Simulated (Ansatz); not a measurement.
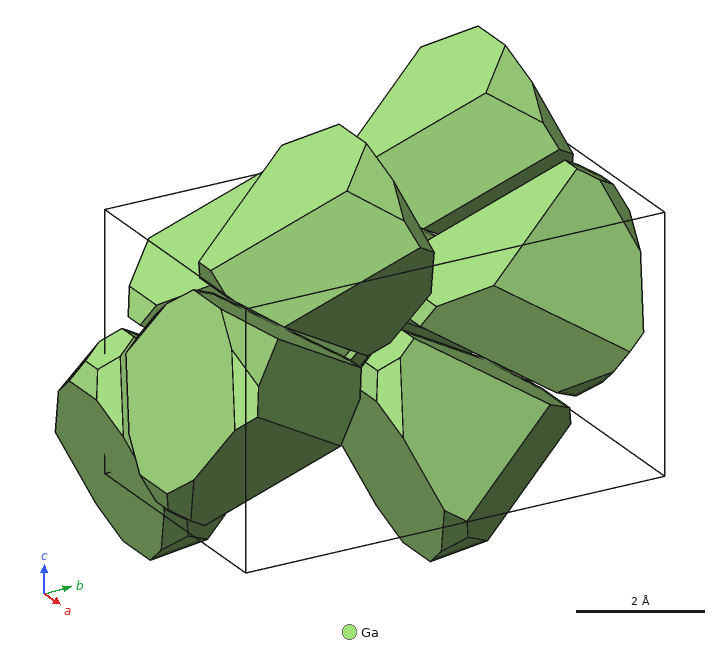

Computed Voronoi cells of the atoms in the unit cell of Ga (space group Cmce (No. 64), a = 4.464 Å, b = 7.586 Å, c = 4.535 Å, α = 90.00°, β = 90.00°, γ = 90.00°), coloured by the element inside, shrunk a little to part them. Origin: the end point of a relaxation with Ansatz 0.2.0, DFT, r2SCAN, plane waves (500 eV) with PAW, scalar-relativistic.

| site | Wyckoff | x | y | z |
| --- | --- | --- | --- | --- |
| Ga | 8f | 0.5000 | 0.6558 | 0.0856 |

Question: What share of the volume falls to each element, and how large are the cells?

Answer: Ga: 19.2 Å³ per atom, 100 % of the volume. The partition uses no radii, so it reflects positions alone and not ionic sizes.
